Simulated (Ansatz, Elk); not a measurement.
## How far do independent atoms describe LiZn4As3?

The structure of LiZn4As3 used here is made up (a known structure type with other elements) and was relaxed beforehand with PBE. The aim is the Fourier transform of its all-electron density, F(hkl), set beside the sum over free spherical atoms that refinements use.

Program: Elk 11.2.3 (patched build). Level of theory: DFT, PBE, all-electron APW+lo, Dirac cores, scalar-relativistic bands, static density, no spin. Results are calculated unless marked as measured.

The structure was built from a prototype and need not be the compound's stable phase.

**1. The structure**

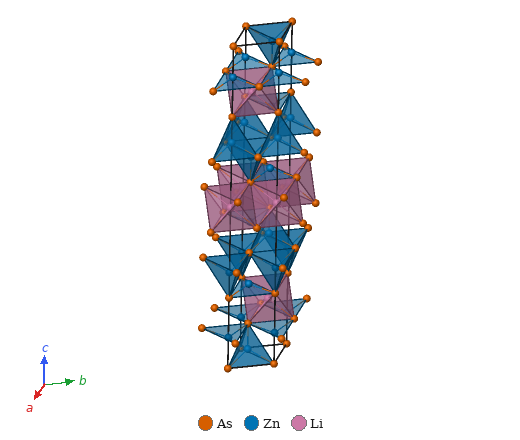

The cell as given, slightly off an axis (arsenic orange, zinc blue, lithium pink). This picture shows the conventional cell, with its axes. Bonds to atoms that aren't drawn are left out. Some periodic images of atoms are drawn too.

**2. Ground state and structure factors**

An all-electron density is needed, since X-rays see the cores too. Task 0 finds the density and task 195 Fourier-transforms it; tshift is off so that phases refer to the origin typed.

Input file elk.in:

```
tasks
  0
  195

xctype
  20

spinpol
  .false.

rgkmax
  7.0

gmaxvr
  14.0

lmaxo
  7

lmaxapw
  8

swidth
  0.002

tshift
  .false.

ramdisk
  .false.

hmaxvr
  5.5

maxscl
  120

epspot
  1e-06

sppath
  './'

avec
  3.92907928955 2.26845498517 19.73604219372
  -3.92907928955 2.26845498517 19.73604219372
  0.00000000000 -4.53690997130 19.73604219361

atoms
  3
  'As.in'
  3
  -0.0000000000 -0.0000000000 -0.0000000000   0.000000 0.000000 0.000000
  0.7808339942 0.7808339942 0.7808339942   0.000000 0.000000 0.000000
  0.2191660058 0.2191660058 0.2191660058   0.000000 0.000000 0.000000
  'Zn.in'
  4
  0.7015719966 0.7015719966 0.7015719966   0.000000 0.000000 0.000000
  0.2984280034 0.2984280034 0.2984280034   0.000000 0.000000 0.000000
  0.9037864646 0.9037864646 0.9037864646   0.000000 0.000000 0.000000
  0.0962135354 0.0962135354 0.0962135354   0.000000 0.000000 0.000000
  'Li.in'
  1
  0.5000000000 0.5000000000 0.5000000000   0.000000 0.000000 0.000000

ngridk
  6 6 6
```

Launch:

```bash
$ OMP_NUM_THREADS=4 elk
```

Numbers of over 12 decimals in the logs are rounded to 6 here.

What it wrote:

```text
┌─────────────────────────┐
│ Elk code version 11.2.3 │
└─────────────────────────┘

All units are atomic (Hartree, Bohr, etc.)

┌─────────────────────────────────────────────────┐
│ Ground-state run starting from atomic densities │
└─────────────────────────────────────────────────┘

Lattice vectors :
   3.929079290       2.268454985       19.73604219
  -3.929079290       2.268454985       19.73604219
   0.000000000      -4.536909971       19.73604219

Reciprocal lattice vectors :
  0.7995747660      0.4616347064      0.1061203195
 -0.7995747660      0.4616347064      0.1061203195
  0.5989921402E-18 -0.9232694128      0.1061203194

Unit cell volume      :    1055.436901
Brillouin zone volume :   0.2350213578

Muffin-tin inner radius fraction :   0.1000000000E-01

Nuclei treated as point charges

Species : 1 (As)
 parameters loaded from : As.in
 name : arsenic
 nuclear charge    :   -33.00000000
 electronic charge :    33.00000000
 atomic mass :    136573.7220
 muffin-tin radius :    2.304889653
 number of radial points in muffin-tin :    993
 inner part over the whole radius :   0.9979702333E-02
 number on inner part of muffin-tin    :    702
 approximate nuclear radius :   0.7712558785E-04
 number of mesh points to nuclear radius :    342
 atomic positions (lattice), magnetic fields (Cartesian) :
  1 :   0.00000000  0.00000000  0.00000000    0.00000000  0.00000000  0.00000000
  2 :  -0.21916601 -0.21916601 -0.21916601    0.00000000  0.00000000  0.00000000
  3 :   0.21916601  0.21916601  0.21916601    0.00000000  0.00000000  0.00000000

Species : 2 (Zn)
 parameters loaded from : Zn.in
 name : zinc
 nuclear charge    :   -30.00000000
 electronic charge :    30.00000000
 atomic mass :    119233.3130
 muffin-tin radius :    2.304889653
 number of radial points in muffin-tin :    993
 inner part over the whole radius :   0.9961706823E-02
 number on inner part of muffin-tin    :    701
 approximate nuclear radius :   0.7484757725E-04
 number of mesh points to nuclear radius :    338
 atomic positions (lattice), magnetic fields (Cartesian) :
  1 :  -0.29842800 -0.29842800 -0.29842800    0.00000000  0.00000000  0.00000000
  2 :   0.29842800  0.29842800  0.29842800    0.00000000  0.00000000  0.00000000
  3 :  -0.09621354 -0.09621354 -0.09621354    0.00000000  0.00000000  0.00000000
  4 :   0.09621354  0.09621354  0.09621354    0.00000000  0.00000000  0.00000000

Species : 3 (Li)
 parameters loaded from : Li.in
 name : lithium
 nuclear charge    :   -3.000000000
 electronic charge :    3.000000000
 atomic mass :    12652.66898
 muffin-tin radius :    1.800000000
 number of radial points in muffin-tin :    593
 inner part over the whole radius :   0.9806707936E-02
 number on inner part of muffin-tin    :    401
 approximate nuclear radius :   0.4000070961E-04
 number of mesh points to nuclear radius :    148
 atomic positions (lattice), magnetic fields (Cartesian) :
  1 :   0.50000000  0.50000000  0.50000000    0.00000000  0.00000000  0.00000000

Total number of atoms per unit cell :    8
Total muffin-tin volume :    383.4642537
 ratio of muffin-tin to unit cell volume :   0.3633227657

Spin treatment :
 spin-unpolarised

Number of Bravais lattice symmetries :   12
Number of crystal symmetries         :   12
Crystal has inversion symmetry
Real symmetric eigensolver will be used

k-point grid :      6     6     6
k-point offset :    0.000000000       0.000000000       0.000000000
k-point set is reduced with full crystal symmetry group
Total number of k-points :       32

Muffin-tin radius times maximum |G+k| :    7.000000000
 using average radius
Maximum |G+k| for APW functions       :    3.122520876
Maximum (1/2)|G+k|²                   :    4.875068311
Maximum |G| for potential and density :    14.00000000
Constant for pseudocharge density :    8
 order of it for each species :   15  15  15
 order of it for pair densities of each species (exact exchange by exxq0 0: 16) :   10  10   5
Radial integration step length :    1

[...]
(states/Hartree/unit cell)

Estimated indirect band gap :   0.2127770064E-01
 from k-point 1 to k-point 32
Estimated direct band gap   :   0.2307952569E-01
 at k-point 32

Charges :
 core                        :    102.0000000
 valence                     :    120.0000000
 interstitial                :    11.42145318
 muffin-tins (core leakage)
  species : 1 (As)
[...]
species : 2 (Zn)
[...]
species : 3 (Li)
   atom 1                    :    2.094184327     (   0.000000000    )
 total in muffin-tins        :    210.5785468
 total calculated charge     :    221.9987222
 total charge                :    222.0000000
 error                       :   0.1277785973E-02

RMS change in Kohn-Sham potential (target) :    4.212164137     (  0.1000000000E-05)
Absolute change in total energy (target)   :    6.872353064     (  0.1000000000E-03)

[... loops 3 to 18 left out ...]

┌──────────────────┐
│ Loop number : 19 │
└──────────────────┘

Energies :
 Fermi                       :     0.178222
 sum of occupied eigenvalues :     -8040.1012874061
 electron kinetic            :      14259.437251568
 core electron kinetic       :      12853.002099473
 Coulomb                     :     -27694.563977933
 Coulomb potential           :     -21597.038757725
 nuclear-nuclear             :     -1701.8935748058
 electron-nuclear            :     -30427.656446278
 Hartree                     :      4434.9860431514
 Madelung                    :     -16896.044599071
 xc potential                :     -702.49978124979
 exchange                    :     -529.46476515267
 correlation                 :     -10.727996244027
 electron entropic           :    -0.24545458965381E-03
 total energy                :     -13975.319733216

Density of states at Fermi energy :    18.13602990
 (states/Hartree/unit cell)

Estimated indirect band gap :   0.1384073839E-02
 from k-point 1 to k-point 4
Estimated direct band gap   :   0.3147511998E-02
 at k-point 1

Charges :
 core                        :    102.0000000
 valence                     :    120.0000000
 interstitial                :    11.27105609
 muffin-tins (core leakage)
  species : 1 (As)
[...]
species : 2 (Zn)
[...]
species : 3 (Li)
   atom 1                    :    2.085012336     (   0.000000000    )
 total in muffin-tins        :    210.7289439
 total calculated charge     :    221.9988065
 total charge                :    222.0000000
 error                       :   0.1193459318E-02

RMS change in Kohn-Sham potential (target) :   0.4592149867E-06 (  0.1000000000E-05)
Absolute change in total energy (target)   :   0.4378282028E-05 (  0.1000000000E-03)

Convergence targets achieved

┌──────────────────┐
│ Loop number : 20 │
└──────────────────┘

Energies :
 Fermi                       :     0.178222
 sum of occupied eigenvalues :     -8040.1012875005
 electron kinetic            :      14259.437253302
 core electron kinetic       :      12853.002098381
 Coulomb                     :     -27694.563980613
 Coulomb potential           :     -21597.038763438
 nuclear-nuclear             :     -1701.8935748058
 electron-nuclear            :     -30427.656445919
 Hartree                     :      4434.9860401120
 Madelung                    :     -16896.044598894
 xc potential                :     -702.49977736534
 exchange                    :     -529.46476540191
 correlation                 :     -10.727996242466
 electron entropic           :    -0.24545359341944E-03
 total energy                :     -13975.319734408

Density of states at Fermi energy :    18.13594229
 (states/Hartree/unit cell)

Estimated indirect band gap :   0.1384108209E-02
 from k-point 1 to k-point 4
Estimated direct band gap   :   0.3147567525E-02
 at k-point 1

Charges :
 core                        :    102.0000000
 valence                     :    120.0000000
 interstitial                :    11.27105601
 muffin-tins (core leakage)
  species : 1 (As)
[...]
species : 2 (Zn)
[...]
atom 2                    :    28.66883492     (  0.1416750735E-03)
   atom 3                    :    28.72483808     (  0.1420563051E-03)
   atom 4                    :    28.72483808     (  0.1420563051E-03)
  species : 3 (Li)
   atom 1                    :    2.085012349     (   0.000000000    )
 total in muffin-tins        :    210.7289440
 total calculated charge     :    221.9988065
 total charge                :    222.0000000
 error                       :   0.1193459333E-02

┌──────────────────────────────┐
│ Self-consistent loop stopped │
└──────────────────────────────┘

Warning : core states of species 1 leak from the muffin-tin :   0.2554574867E-03

Warning : core states of species 2 leak from the muffin-tin :   0.1420563051E-03

Wrote STATE.OUT
```

Wall time 1.9 min (4 threads of AMD EPYC 7R13 (Zen 3), shared host); peak memory 0.55 GiB; 5.1 min of CPU time.

SFACRHO.OUT:

```text

h k l indices transformed by vhmat matrix:
   1.000000000       0.000000000       0.000000000    
   0.000000000       1.000000000       0.000000000    
   0.000000000       0.000000000       1.000000000    

      h      k      l  multipl.   |H|            Re(F)            Im(F)           |F|

      0      0      0      1   0.0000000       222.00000      0.99083973E-16   222.00000    
     -1     -1     -1      2  0.31836096       26.448521      0.28388115E-14   26.448521    
      2      2      2      2  0.63672192      -26.870091     -0.15883133E-14   26.870091    
      0      1      0      6  0.92934812       65.780785      0.10090450E-14   65.780785    
      1      1      0      6  0.94735025      -47.186692     -0.19565651E-14   47.186692    
      3      3      3      2  0.95508288       97.896782      0.22971859E-14   97.896782    
      1      1      2      6   1.0161746       49.880543     -0.40664425E-14   49.880543    
     -2     -1     -2      6   1.0648777      -29.898179      0.17151263E-14   29.898179    
     -2     -3     -2      6   1.1850067      -8.4777351     -0.17338195E-14   8.4777351    
      3      3      2      6   1.2542583      -1.5665658     -0.76939020E-14   1.5665658    
      4      4      4      2   1.2734438      -23.176320     -0.29085448E-14   23.176320    
     -3     -3     -4      6   1.4066196       139.19188     -0.32613251E-14   139.19188    
      3      4      4      6   1.4883113       14.725244     -0.29863125E-14   14.725244    
      5      5      5      2   1.5918048      -75.825590      0.19942797E-13   75.825590    
      0      1     -1      6   1.5991495       166.02790     -0.30526494E-15   166.02790    
      0     -1     -2     12   1.6305315       20.772272     -0.80824875E-14   20.772272    
      4      4      5      6   1.6600071       83.174333      0.84047279E-14   83.174333    
     -2     -1     -3     12   1.7212478      -21.290088      0.13669348E-14   21.290088
```

Elk indexes on the primitive cell of elk.in and gives |H| = 4π sin θ/λ in inverse bohr. Below, one row stands for each form hkl of the conventional cell (m members, Friedel mates merged), F is for one primitive cell and the density is static (no thermal factor). Free-atom factors are Waasmaier and Kirfel's, and R is Σm||F|−|F'||/Σm|F|.

```csv
hkl,m,sin θ/λ (Å⁻¹),"abs F, DFT",neutral atoms,diff.
003,2,0.048,26.448,26.547,-0.099
006,2,0.096,26.870,26.947,-0.077
101,6,0.140,65.781,65.591,+0.190
012,6,0.142,47.187,47.078,+0.109
009,2,0.144,97.897,97.363,+0.534
104,6,0.153,49.880,49.358,+0.522
015,6,0.160,29.898,30.613,-0.715
107,6,0.178,8.478,8.336,+0.141
018,6,0.189,1.567,1.875,-0.308
0 0 12,2,0.192,23.176,23.212,-0.035
1 0 10,6,0.211,139.192,139.849,-0.657
0 1 11,6,0.224,14.725,14.904,-0.179
0 0 15,2,0.239,75.826,76.521,-0.695
110,6,0.240,166.028,167.123,-1.095
113,12,0.245,20.772,20.915,-0.143
1 0 13,6,0.250,83.174,83.758,-0.584
116,12,0.259,21.290,21.476,-0.186
0 1 14,6,0.263,62.797,63.137,-0.341
```

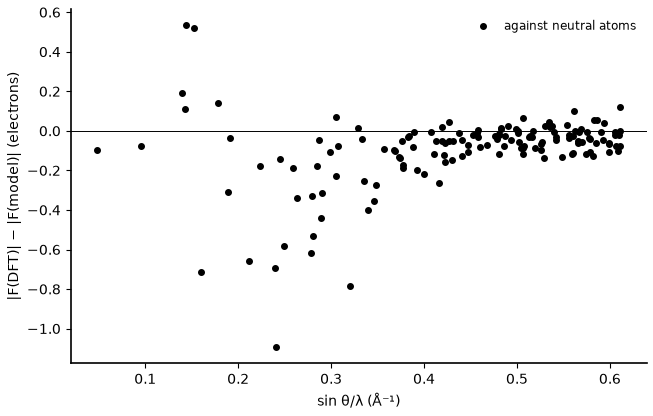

Difference between the calculated structure factors and the independent-atom ones.

**3. The highest occupied states alone**

An energy window below the Fermi level keeps the highest occupied states, to see at which angles they scatter; shallow core shells can lie inside it and anion s states outside. No new self-consistency is needed.

Edit elk.in of step 2 so:

```diff
@@ -1,3 +1,2 @@
 tasks
-  0
   195
@@ -40,2 +39,5 @@
 
+wsfac
+  -0.262770 0.478220
+
 sppath
```

Launch:

```bash
$ OMP_NUM_THREADS=4 elk
```

What it wrote:

```text
┌─────────────────────────────────┐
│ Elk code version 11.2.3 started │
└─────────────────────────────────┘

Info(readinput): the functional depends on the density's gradient
 muffin-tin radial points multiplied by    2.00000
 (not where nrmtscf is given)

┌────────────────────┐
│ Current task : 195 │
└────────────────────┘
Info(checkmt): changed muffin-tin radius of species 1 (As) from   2.4000 to   2.3049
Info(checkmt): changed muffin-tin radius of species 2 (Zn) from   2.4000 to   2.3049

Info(sfacrho): density structure factors written to SFACRHO.OUT

 Energy window :  -0.2627700000      0.4782200000

┌──────────────────┐
│ Elk code stopped │
└──────────────────┘
```

It took 16 s on 4 threads; peak memory 0.33 GiB.

States within 12 eV below the Fermi level hold 63.61 electrons; any levels below the window count with the cores, and a count that is not whole means the window cuts a band. Their amplitudes can exceed the total, where window and core parts have opposite phase:

```csv
hkl,sin θ/λ (Å⁻¹),"abs F, window","abs F, all"
003,0.048,11.242,26.448
006,0.096,12.196,26.870
101,0.140,12.523,65.781
012,0.142,10.305,47.187
009,0.144,11.186,97.897
104,0.153,2.415,49.880
015,0.160,29.660,29.898
107,0.178,4.994,8.478
018,0.189,8.789,1.567
0 0 12,0.192,5.250,23.176
```

**4. Another functional**

The difference from free atoms is small, so it is set against the change that PBEsol makes.

Edit elk.in of step 3 so:

```diff
@@ -1,2 +1,3 @@
 tasks
+  0
   195
@@ -4,3 +5,3 @@
 xctype
-  20
+  22
 
@@ -39,5 +40,2 @@
 
-wsfac
-  -0.262770 0.478220
-
 sppath
```

Launch:

```bash
$ OMP_NUM_THREADS=4 elk
```

What it wrote:

```text
┌─────────────────────────┐
│ Elk code version 11.2.3 │
└─────────────────────────┘

All units are atomic (Hartree, Bohr, etc.)

┌─────────────────────────────────────────────────┐
│ Ground-state run starting from atomic densities │
└─────────────────────────────────────────────────┘

Lattice vectors :
   3.929079290       2.268454985       19.73604219
  -3.929079290       2.268454985       19.73604219
   0.000000000      -4.536909971       19.73604219

Reciprocal lattice vectors :
  0.7995747660      0.4616347064      0.1061203195
[...]
atom 4                    :    28.72525364     (  0.1448314607E-03)
  species : 3 (Li)
   atom 1                    :    2.083693310     (   0.000000000    )
 total in muffin-tins        :    210.7063796
 total calculated charge     :    221.9987903
 total charge                :    222.0000000
 error                       :   0.1209684523E-02

┌──────────────────────────────┐
│ Self-consistent loop stopped │
└──────────────────────────────┘

Warning : core states of species 1 leak from the muffin-tin :   0.2584150173E-03

Warning : core states of species 2 leak from the muffin-tin :   0.1448314607E-03

Wrote STATE.OUT
[key lines of the parts left out:]
total energy                :     -13964.890973458
```

The job ended after 1.9 min (4 threads; peak memory 0.52 GiB; 5.1 min of CPU time).

Against the first run R = 0.03 %; the largest change is -0.050 at 300.

**5. A coarser k-mesh**

About half the k-points along each axis test the sampling.

Edit elk.in of step 4 so:

```diff
@@ -5,3 +5,3 @@
 xctype
-  22
+  20
 
@@ -66,2 +66,2 @@
 ngridk
-  6 6 6
+  3 3 3
```

Launch:

```bash
$ OMP_NUM_THREADS=4 elk
```

What it wrote:

```text
┌─────────────────────────┐
│ Elk code version 11.2.3 │
└─────────────────────────┘

All units are atomic (Hartree, Bohr, etc.)

┌─────────────────────────────────────────────────┐
│ Ground-state run starting from atomic densities │
└─────────────────────────────────────────────────┘

Lattice vectors :
   3.929079290       2.268454985       19.73604219
  -3.929079290       2.268454985       19.73604219
   0.000000000      -4.536909971       19.73604219

Reciprocal lattice vectors :
  0.7995747660      0.4616347064      0.1061203195
[...]
atom 4                    :    28.71360366     (  0.1420126141E-03)
  species : 3 (Li)
   atom 1                    :    2.082707751     (   0.000000000    )
 total in muffin-tins        :    210.7500935
 total calculated charge     :    221.9988743
 total charge                :    222.0000000
 error                       :   0.1125745686E-02

┌──────────────────────────────┐
│ Self-consistent loop stopped │
└──────────────────────────────┘

Warning : core states of species 1 leak from the muffin-tin :   0.2558148303E-03

Warning : core states of species 2 leak from the muffin-tin :   0.1420126141E-03

Wrote STATE.OUT
[key lines of the parts left out:]
total energy                :     -13975.285213342
```

It took 67 s on 4 threads; peak memory 0.55 GiB; 1.9 min of CPU time.

Against the first run R = 0.02 %; the largest change is -0.080 at 110.

**6. Settings against the effect**

```csv
run,R against the first run (%),"R against neutral atoms, low angle (%)",wall time
"PBE, rgkmax 7",0.00,0.74,1.9 min
PBEsol,0.03,0.75,1.9 min
k-mesh 3×3×3,0.02,0.76,67 s
```

**7. Results**

```yaml
r_against_neutral_atoms_sin_theta_lambda_0p3_a_minus1: 0.74 %
r_against_neutral_atoms_0p3_to_0p61_a_minus1: 0.22 %
```

Independent neutral atoms miss the calculated amplitudes by R = 0.74 % below 0.3 Å⁻¹ and 0.22 % from there to 0.61 Å⁻¹; by shells, 0.33 % below 0.15 Å⁻¹ (5 forms), 0.80 % 0.15 to 0.3 (21 forms), 0.31 % 0.3 to 0.45 (42 forms), 0.16 % above 0.45 (81 forms). Bonding, aspherical density and the tables' own atoms all enter these figures, and the runs don't part them. The largest change of an amplitude is -1.09 electrons, at 110. Weak lines can change much in proportion: 018 goes from 1.87 to 1.57. The window's part falls from 63.6 electrons at the origin to at most 11.04 between 0.45 and 0.61 Å⁻¹, where compact states inside the window still scatter. Below 0.3 Å⁻¹ the changes that finished (PBEsol and k-mesh 3×3×3) move F by R = 0.06 % at most, against the 0.74 % that separates it from free atoms. The basis has no finished test. Part of the difference isn't bonding: the tables are fits to free atoms and ions calculated by other methods than this functional. Thermal motion, anomalous dispersion and extinction are left out.

[Logs are printed without paths, hosts, clocks, repeated set-up lines and the standing remarks that a program may print on its own settings, such as how far it seeks lower states.]

[Hosts, paths, dates, database ids (printed as entryN), source tags and the programs' standing remarks are cut or masked in the printed files.]
